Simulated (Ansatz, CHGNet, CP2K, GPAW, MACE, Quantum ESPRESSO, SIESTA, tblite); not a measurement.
# Random packing of C68N32 (at. %) (79 atoms) in Quantum ESPRESSO

Aim: run random packing of C68N32 (at. %) (79 atoms) in Quantum ESPRESSO and see how near its forces come to a plane-wave reference, and at what cost.

Method: the method is named at each step, in Quantum ESPRESSO 7.5.

## 1. The structure

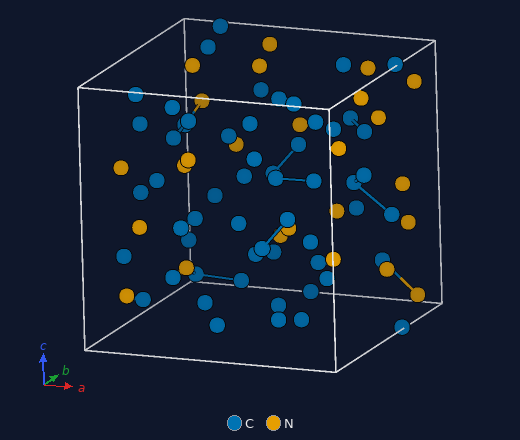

The starting structure, seen slightly off an axis (carbon blue, nitrogen orange). Bonds to atoms that aren't drawn are left out. Some periodic images of atoms are drawn too.

The cell holds 79 atoms: 54 C and 25 N. Its edges and angles: a = 8.889 Å, b = 8.889 Å, c = 8.889 Å, α = 90.0°, β = 90.0°, γ = 90.0°. 79 atoms (54 C, 25 N) packed at random in a cube at 2.36 g/cm³ and pushed apart as soft spheres; a start for melting by ab initio MD, not an equilibrated structure. Then every atom was moved at random, 0.02 Å r.m.s. a Cartesian component.

The yardstick, on the same geometry:

- method: Kohn-Sham DFT, PBE, PAW, plane waves (Ansatz 0.2.0); cutoff 420 eV, Γ point, fermi-dirac smearing of 0.05 eV; PAW set soft_2
- r.m.s. force component: 1.957 eV/Å
- longest force: 5.884 eV/Å
- pressure: -23.89 GPa
- SCF cycles: 9
- time: 4.4 s on 8 threads of Arm Neoverse V2, shared host
- CPU time: 24 s

## 2. PBE, sssp-1.3.0-efficiency, 60/480 Ry

Method: Kohn-Sham DFT, PBE, SSSP efficiency 1.3.0 pseudopotentials, plane waves.

pw.in

```
&control
  calculation = 'scf'
  pseudo_dir = './pseudo'
  outdir = './tmp'
  disk_io = 'none'
  tprnfor = .true.
  tstress = .true.
/
&system
  ibrav = 0
  nat = 79
  ntyp = 2
  ecutwfc = 60
  ecutrho = 480
  nosym = .true.
  occupations = 'smearing'
  smearing = 'fd'
  degauss = 0.003675
/
&electrons
  conv_thr = 4.0e-07
  electron_maxstep = 100
  mixing_beta = 0.2
  mixing_mode = 'local-TF'
  diagonalization = 'david'
/
ATOMIC_SPECIES
C 12.011 C.upf
N 14.007 N.upf
CELL_PARAMETERS angstrom
8.88940 0.00000 0.00000
0.00000 8.88940 0.00000
0.00000 0.00000 8.88940
ATOMIC_POSITIONS crystal
C 0.72123 0.34128 0.08779
C 0.44391 0.75793 0.51234
C 0.52761 0.23174 0.46630
C 0.55701 0.51288 0.08372
C 0.33039 0.06713 0.28738
C 0.81274 0.10984 0.97678
C 0.68337 0.93093 0.69705
C 0.08994 0.77335 0.66374
C 0.13648 0.21605 0.92809
C 0.10986 0.29800 0.12476
C 0.56999 0.70672 0.64584
C 0.12241 0.58894 0.66372
C 0.07954 0.80486 0.21569
C 0.38414 0.02741 0.49020
C 0.83776 0.21881 0.65698
C 0.15830 0.96637 0.99318
C 0.51416 0.03981 0.12836
C 0.06794 0.22708 0.30390
C 0.24832 0.47758 0.39726
C 0.12406 0.42025 0.54627
C 0.17731 0.63540 0.13885
C 0.83958 0.31386 0.26108
C 0.81205 0.02484 0.55955
C 0.65921 0.28059 0.63634
C 0.83791 0.58975 0.55430
C 0.56924 0.26362 0.84094
C 0.82054 0.87462 0.18326
C 0.72748 0.11443 0.14685
C 0.38734 0.22650 0.15457
C 0.31278 0.65876 0.66964
C 0.98269 0.66407 0.99630
C 0.53812 0.85904 0.04362
C 0.80321 0.77988 0.69483
C 0.81782 0.45934 0.78940
C 0.19951 0.75204 0.97366
C 0.07013 0.40270 0.76209
C 0.18307 0.81783 0.39015
C 0.78305 0.64804 0.98238
C 0.68862 0.07009 0.42676
C 0.49844 0.44939 0.28963
C 0.71739 0.88581 0.36951
C 0.93803 0.45165 0.62665
C 0.41081 0.81974 0.19373
C 0.99961 0.55690 0.45478
C 0.43181 0.51712 0.56338
C 0.82115 0.21167 0.42523
C 0.82898 0.26990 0.86702
C 0.56995 0.53578 0.86405
C 0.31420 0.28672 0.82337
C 0.32495 0.94135 0.77184
C 0.71782 0.51837 0.25874
C 0.32360 0.11828 0.92014
C 0.36886 0.61085 0.13680
C 0.65001 0.10776 0.75383
N 0.25316 0.86427 0.57840
N 0.27689 0.32559 0.64143
[... 19 atom lines left out ...]
N 0.21231 0.46838 0.20912
N 0.72162 0.69445 0.40824
N 0.66812 0.36900 0.42412
N 0.05114 0.26052 0.63055
K_POINTS gamma
```

Started as:

```bash
OMP_NUM_THREADS=1 mpirun -np 2 pw.x -in pw.in > output.txt
```

What it wrote:

```text
Program PWSCF
     gamma-point specific algorithms are used
     Parallelization info
     sticks:   dense  smooth     PW     G-vecs:    dense   smooth      PW
     Min        5386    2696    675               421078   148912   18595
     Max        5387    2697    678               421083   148915   18598
     Sum       10773    5393   1353               842161   297827   37193
     bravais-lattice index     =            0
     lattice parameter (alat)  =      16.7985  a.u.
     unit-cell volume          =    4740.3886 (a.u.)^3
     number of atoms/cell      =           79
     number of atomic types    =            2
     number of electrons       =       341.00
     number of Kohn-Sham states=          205
     kinetic-energy cutoff     =      60.0000  Ry
     charge density cutoff     =     480.0000  Ry
     scf convergence threshold =      4.0E-07
     mixing beta               =       0.2000
     number of iterations used =            8  local-TF  mixing
     Exchange-correlation= PBE
                           (   1   4   3   4   0   0   0)
     crystal axes: (cart. coord. in units of alat)
               a(1) = (   1.000000   0.000000   0.000000 )
               a(2) = (   0.000000   1.000000   0.000000 )
               a(3) = (   0.000000   0.000000   1.000000 )
     reciprocal axes: (cart. coord. in units 2 pi/alat)
               b(1) = (  1.000000  0.000000  0.000000 )
               b(2) = (  0.000000  1.000000  0.000000 )
               b(3) = (  0.000000  0.000000  1.000000 )
     PseudoPot. # 1 for C :
     Pseudo is Projector augmented-wave + core cor, Zval =  4.0
     PseudoPot. # 2 for N :
     Pseudo is Ultrasoft + core correction, Zval =  5.0
     atomic species   valence    mass     pseudopotential
     C                 4.00    12.01100     C ( 1.00)
     N                 5.00    14.00700     N ( 1.00)
     No symmetry found
   Cartesian axes
     number of k points=     1  Fermi-Dirac smearing, width (Ry)=  0.0037
                       cart. coord. in units 2pi/alat
        k(    1) = (   0.0000000   0.0000000   0.0000000), wk =   2.0000000
     Dense  grid:   421081 G-vectors     FFT dimensions: ( 120, 120, 120)
     Smooth grid:   148914 G-vectors     FFT dimensions: (  90,  90,  90)
     Check: negative core charge=   -0.000002
     Initial potential from superposition of free atoms
     starting charge     340.9976, renormalised to     341.0000
     Starting wfcs are  316 randomized atomic wfcs
     Self-consistent Calculation
     iteration #  1     ecut=    60.00 Ry     beta= 0.20
     Threshold (ethr) on eigenvalues was too large:
     Diagonalizing with lowered threshold
     total energy              =   -1479.92223525 Ry
     estimated scf accuracy    <       2.70093217 Ry
     iteration #  2     ecut=    60.00 Ry     beta= 0.20
     total energy              =   -1479.76053895 Ry
     estimated scf accuracy    <       1.21025637 Ry
     iteration #  3     ecut=    60.00 Ry     beta= 0.20
     total energy              =   -1479.84042583 Ry
     estimated scf accuracy    <       0.25083518 Ry
     iteration #  4     ecut=    60.00 Ry     beta= 0.20
     total energy              =   -1479.85640089 Ry
     estimated scf accuracy    <       0.12343437 Ry
     iteration #  5     ecut=    60.00 Ry     beta= 0.20
     total energy              =   -1479.86139790 Ry
     estimated scf accuracy    <       0.05185451 Ry
     iteration #  6     ecut=    60.00 Ry     beta= 0.20
     total energy              =   -1479.86532552 Ry
     estimated scf accuracy    <       0.01365178 Ry
[...]
c_bands:  2 eigenvalues not converged
[...]
c_bands:  1 eigenvalues not converged
[...]
c_bands:  1 eigenvalues not converged
[...]
total energy              =   -1479.86811125 Ry
[...]
iteration # 16     ecut=    60.00 Ry     beta= 0.20
     total energy              =   -1479.86811182 Ry
     estimated scf accuracy    <       0.00000070 Ry
     iteration # 17     ecut=    60.00 Ry     beta= 0.20
     total energy              =   -1479.86811184 Ry
     estimated scf accuracy    <       0.00000093 Ry
     iteration # 18     ecut=    60.00 Ry     beta= 0.20
     End of self-consistent calculation
          k = 0.0000 0.0000 0.0000 ( 18597 PWs)   bands (ev):
   -13.6114 -13.1071 -12.4656 -12.3336 -11.7393 -11.3417 -10.9474 -10.8047
   -10.5112 -10.3716 -10.0337  -9.9013  -9.7135  -9.5403  -9.1774  -8.7455
    -8.6105  -8.3967  -8.3074  -8.1909  -8.0847  -7.7240  -7.6021  -7.4812
    -7.3688  -7.2722  -7.1919  -7.0861  -6.9139  -6.7511  -6.5807  -6.4302
    -6.3012  -6.0791  -5.6574  -5.3314  -5.3172  -5.0834  -4.9337  -4.8636
    -4.6451  -4.5932  -4.5372  -4.3180  -4.1776  -4.0599  -3.9808  -3.8078
[...]
7.1895   7.2118   7.2476   7.3333   7.3778   7.4570   7.5138   7.5776
     7.5881   7.6938   7.7983   7.8603   7.9319   7.9614   8.0495   8.1578
     8.1683   8.2206   8.2576   8.2932   8.3397   8.4854   8.5514   8.6117
     8.6275   8.7445   8.7733   8.8061   8.8713
     the Fermi energy is     6.8280 ev
!    total energy              =   -1479.86811195 Ry
     estimated scf accuracy    <       0.00000010 Ry
     smearing contrib. (-TS)   =      -0.02569714 Ry
     internal energy E=F+TS    =   -1479.84241482 Ry
     The total energy is F=E-TS. E is the sum of the following terms:
     one-electron contribution =     -48.26887359 Ry
     hartree contribution      =     215.40252573 Ry
     xc contribution           =    -360.12590178 Ry
     ewald contribution        =    -952.76545031 Ry
     one-center paw contrib.   =    -334.08471487 Ry
     convergence has been achieved in  18 iterations
     Forces acting on atoms (cartesian axes, Ry/au):
     atom    1 type  1   force =     0.03645043   -0.07781899    0.09891198
     atom    2 type  1   force =     0.05703466   -0.07899948    0.08703278
     atom    3 type  1   force =     0.20227186   -0.02131298    0.05740674
     atom    4 type  1   force =     0.01331570   -0.02236773    0.00163778
     atom    5 type  1   force =    -0.09854822    0.00268306   -0.04281050
     atom    6 type  1   force =    -0.04887637    0.03758212    0.03855054
[...]
atom   77 type  2   force =    -0.07856788    0.05460175   -0.02264598
     atom   78 type  2   force =    -0.07894752   -0.03647784   -0.01194005
     atom   79 type  2   force =    -0.00928974    0.11643626    0.05906384
     Total force =     1.169505     Total SCF correction =     0.000554
     Computing stress (Cartesian axis) and pressure
          total   stress  (Ry/bohr**3)                   (kbar)     P=     -241.37
  -0.00139465   0.00001584   0.00010379         -205.16        2.33       15.27
   0.00001584  -0.00200650   0.00007333            2.33     -295.17       10.79
   0.00010379   0.00007333  -0.00152133           15.27       10.79     -223.80
     Message from routine punch:
     Nothing written, as per user request (disk_io='none')
```

The job ended after 2.8 min (2 MPI ranks of Arm Neoverse V2, shared host; peak memory 1.7 GiB).

Banners, paths, timers and routine set-up lines are dropped from the logs unmarked, and long logs keep their key lines alone; longer cuts are marked.

Against the reference:

| Quantity | Value |
| --- | --- |
| r.m.s. force component | 1.953 eV/Å |
| r.m.s. difference of force components | 7.623 meV/Å |
| longest difference of force vectors | 24.88 meV/Å |
| force difference over r.m.s. force | 0.3895 % |
| slope of forces against the reference's | 0.998 |
| correlation of force components | 1 |
| pressure | -24.14 GPa |
| pressure difference | -0.2469 GPa |

Length of the force difference by element (eV/Å):

| element | atoms | mean | most |
| --- | --- | --- | --- |
| C | 54 | 0.011 | 0.025 |
| N | 25 | 0.013 | 0.025 |

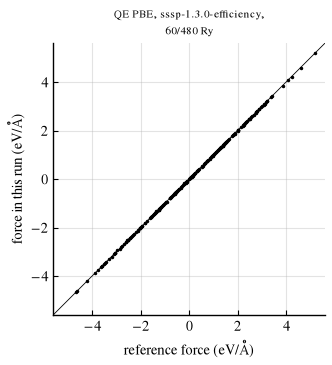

Force components against those of the reference; the line marks equality.

Local excerpt of 9 atoms (numbers count through the whole input) about N59, picked at random; x, y, z are measured from there.

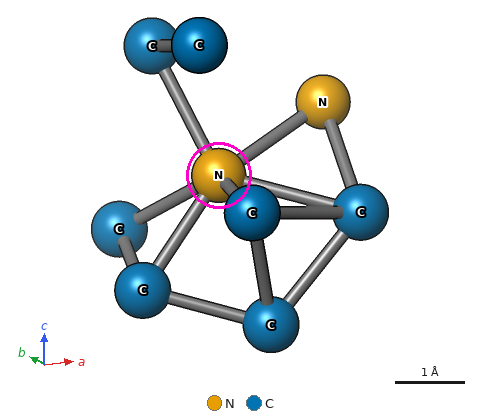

The atoms of the table, within 2.6 Å (arrows a, b, c point along x, y, z); some may hide others; the central atom is ringed.

| atom | x | y | z | distance (Å) | Fx | Fy | Fz (eV/Å) |
| --- | --- | --- | --- | --- | --- | --- | --- |
| N59 | 0.00 | 0.00 | 0.00 | 0.00 | -0.93 | -0.13 | 0.67 |
| C40 | -0.16 | -1.71 | -0.20 | 1.73 | 1.31 | 2.81 | -0.09 |
| C53 | -1.31 | -0.28 | -1.56 | 2.05 | -0.20 | 1.17 | -2.69 |
| N77 | 1.83 | 0.46 | 0.86 | 2.07 | -2.02 | 1.40 | -0.58 |
| C43 | -0.93 | 1.58 | -1.05 | 2.11 | 2.35 | -1.15 | -1.34 |
| C2 | -0.64 | 1.03 | 1.78 | 2.15 | 1.47 | -2.03 | 2.24 |
| C51 | 1.79 | -1.10 | -0.47 | 2.16 | -0.48 | -1.19 | 0.06 |
| C4 | 0.37 | -1.15 | -2.03 | 2.36 | 0.34 | -0.58 | 0.04 |
| C45 | -0.75 | -1.11 | 2.23 | 2.61 | -3.58 | 2.49 | 1.54 |

Forces lie 0.39 % from the reference's, at 14 times its CPU time (on 2 against 8 cores).

## 3. PBE, gbrv-1.5, 40/200 Ry

Method: Kohn-Sham DFT, PBE, GBRV 1.5 ultrasoft pseudopotentials, plane waves.

The pseudopotential files are exchanged too: ./pseudo now holds the set gbrv-pbe-1.5.

Edit pw.in of step 2 so:

```diff
@@ -12,4 +12,4 @@
   ntyp = 2
-  ecutwfc = 60
-  ecutrho = 480
+  ecutwfc = 40
+  ecutrho = 200
   nosym = .true.
```

What it wrote:

```text
[banner, memory and clock lines left out]
Program PWSCF
     gamma-point specific algorithms are used
     bravais-lattice index     =            0
     lattice parameter (alat)  =      16.7985  a.u.
     unit-cell volume          =    4740.3886 (a.u.)^3
[... lines left out ...]
     total energy              =   -1103.18803205 Ry
[... lines left out ...]
     total energy              =   -1103.04157525 Ry
[... lines left out ...]
     total energy              =   -1103.09442916 Ry
[... lines left out ...]
     c_bands:  1 eigenvalues not converged
[... lines left out ...]
     total energy              =   -1103.10583199 Ry
[... lines left out ...]
     total energy              =   -1103.10583242 Ry
[... lines left out ...]
     the Fermi energy is     6.8458 ev
!    total energy              =   -1103.10583282 Ry
     estimated scf accuracy    <       0.00000018 Ry
     smearing contrib. (-TS)   =      -0.02569473 Ry
     internal energy E=F+TS    =   -1103.08013809 Ry
     The total energy is F=E-TS. E is the sum of the following terms:
     one-electron contribution =     -60.38425016 Ry
     hartree contribution      =     215.10253240 Ry
     xc contribution           =    -305.03296981 Ry
     ewald contribution        =    -952.76545052 Ry
     convergence has been achieved in  16 iterations
     Forces acting on atoms (cartesian axes, Ry/au):
     atom    1 type  1   force =     0.03615053   -0.07793404    0.09857158
     atom    2 type  1   force =     0.05691799   -0.07905992    0.08698938
     atom    3 type  1   force =     0.20240385   -0.02211756    0.05750006
[...]
atom   78 type  2   force =    -0.07894866   -0.03635983   -0.01170253
     atom   79 type  2   force =    -0.00966644    0.11666399    0.05898258
     Total force =     1.170111     Total SCF correction =     0.000636
     Computing stress (Cartesian axis) and pressure
          total   stress  (Ry/bohr**3)                   (kbar)     P=     -240.54
  -0.00138843   0.00001648   0.00010438         -204.24        2.42       15.36
   0.00001648  -0.00200181   0.00007427            2.42     -294.48       10.93
   0.00010438   0.00007427  -0.00151533           15.36       10.93     -222.91
     Message from routine punch:
     Nothing written, as per user request (disk_io='none')
```

It took 48 s on 2 MPI ranks; peak memory 0.58 GiB.

Against the reference:

```
r.m.s. force component                  : 1.954 eV/Å
r.m.s. difference of force components   : 11.89 meV/Å
longest difference of force vectors     : 53.23 meV/Å
force difference over r.m.s. force      : 0.6076 %
slope of forces against the reference's : 0.9985
correlation of force components         : 1
pressure                                : -24.05 GPa
pressure difference                     : -0.1635 GPa
```

Against the first run (0.39 %), the force difference from the reference is 0.61 %, at 0.28 times the CPU time.

(Continued in part 2 of 2.)

[Also dropped from logs without a mark: logging warnings of Python, and SIESTA's first energy breakdown and zero terms.]

[Logs are printed without paths, hosts, clocks, repeated set-up lines and the standing remarks that a program may print on its own settings, such as how far it seeks lower states.]

[Hosts, paths, dates, database ids (printed as entryN), source tags and the programs' standing remarks are cut or masked in the printed files.]
